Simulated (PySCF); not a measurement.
# HF/STO-3G run of HNO (nitroxyl)

Aim: the energy change on altering one bond length of HNO (nitroxyl) at HF/STO-3G, from 2 runs. The job is set up through a Python script.

Program for the calculation: PySCF 2.14.0.

2 further runs of the same task are left out: 2 set aside as unsound or not needed.

## (1) Starting point

The species is HNO (3 atoms), meant as a singlet with charge 0. As SMILES, `N=O`. Geometry: relaxed at PBE0-D4/def2-TZVP.

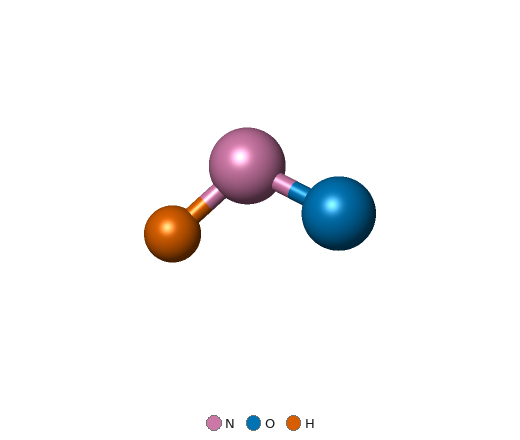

Viewed from a chosen angle; nitrogen pink, oxygen blue, hydrogen orange.

## (2) The energy at HF/STO-3G

calc.py

```python
from pyscf import gto

molecule = gto.M(
    atom=[
    ('N', (-0.283700, 0.312790, -0.117160)),
    ('O', (0.755300, 0.397200, 0.456500)),
    ('H', (-0.471600, -0.709980, -0.339350)),
],
    basis='sto-3g',
    verbose=3,
    max_memory=1860,
)

mf = molecule.RHF()
mf.conv_tol = 1e-10
mf.kernel()
if not mf.converged:
    mf = mf.newton().run(mf.mo_coeff, mf.mo_occ)

e_final = mf.e_tot
print('E(%s) = %.9f' % ('HF', e_final))
```

On the command line:

```sh
$ OMP_NUM_THREADS=1 python calc.py
```

What it wrote:

```text
converged SCF energy = -128.0583906209
E(HF) = -128.058390621
```

Wall time 0.74 s (1 thread of Arm Neoverse V1, shared host); peak memory 0.12 GiB.

## (3) The distorted shape at the same level

run.py

```python
from pyscf import gto

mol = gto.Mole()
mol.atom = [
    ('N', (-0.227324, 0.619652, -0.050496)),
    ('O', (0.811676, 0.704062, 0.523164)),
    ('H', (-0.471600, -0.709980, -0.339350)),
]
mol.max_memory = 1860
mol.basis = 'sto-3g'
mol.verbose = 3
mol.charge = 0
mol.spin = 0
mol.build()

mf = mol.RHF()
mf.conv_tol = 1e-10
mf.kernel()
if not mf.converged:
    mf = mf.newton().run(mf.mo_coeff, mf.mo_occ)

e_final = mf.e_tot
print(f'total energy: {e_final:.8f} hartree')
```

On the command line:

```sh
$ OMP_NUM_THREADS=1 python run.py
```

What it wrote:

```text
converged SCF energy = -128.01654140114
total energy: -128.01654140 hartree
```

Run time: 0.7 s. Hardware: 1 thread of Arm Neoverse V1, shared host; peak memory 0.12 GiB.

## (4) Summary of results

Level: HF/STO-3G.

| quantity | value |
| --- | --- |
| first shape: total energy | -128.05839 Eh |
| first shape: dipole moment | 1.40 D |
| first shape: HOMO energy | -8.83 eV |
| first shape: LUMO energy | 6.30 eV |
| first shape: HOMO–LUMO gap | 15.14 eV |
| distorted shape: total energy | -128.01654 Eh |
| distorted shape: dipole moment | 0.91 D |
| distorted shape: HOMO energy | -8.29 eV |
| distorted shape: LUMO energy | 6.06 eV |
| distorted shape: HOMO–LUMO gap | 14.36 eV |
| energy change with the N1–H3 bond stretched from 1.063 to 1.382 Å | 1.139 eV |

With the N1–H3 bond stretched from 1.063 to 1.382 Å the energy rises by 1.14 eV (26 kcal/mol). The first shape isn't relaxed at this level, so the change isn't measured from a minimum. The minimal basis adds a large error of its own.
